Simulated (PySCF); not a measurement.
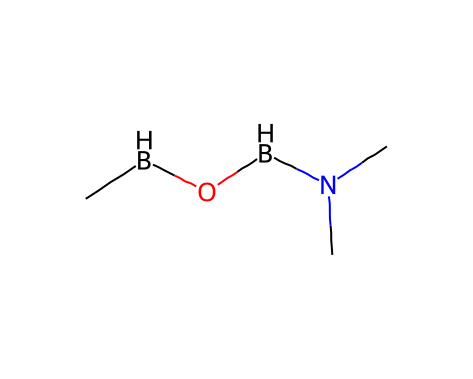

The computed structure is the end point of a GFN2-xTB optimisation. No frequency run is at hand to confirm it as a minimum. Properties computed with CAM-B3LYP/def2-SVPD, gas phase (PySCF 2.14.0). Excitations: vertical, linear response.

> Give the brightest of the 8 lowest singlets at this level.

6.93 eV.

> Give the lowest vertical singlet excitation at this level.

5.98 eV.

> What is the HOMO–LUMO gap?

9.25 eV.

> What is the mean static polarisability?

78.8 bohr³.

The geometry is semi-empirical. Around B such bond lengths and angles can be off by a tenth of an ångström or more and by several degrees, and values that hang on the shape move with them.
